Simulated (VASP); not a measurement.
Band structure of MgS (rock salt). Level of theory: RPBE GGA, VASP's PBE PAW potentials (set 64) (plane waves; VASP).

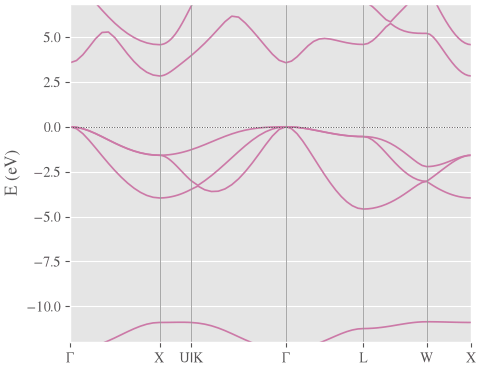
Figure: Bands along high-symmetry lines, zero at the valence-band maximum or, without a gap, the Fermi level

Problem. Read the plot: is there a gap, and where are the band edges?

Solution. The gap is indirect, 2.83 eV, from the valence maximum at Γ to the conduction minimum at X. (Edges off the drawn lines would not show.)

The compound is MgS in the rock salt structure. It was relaxed first.
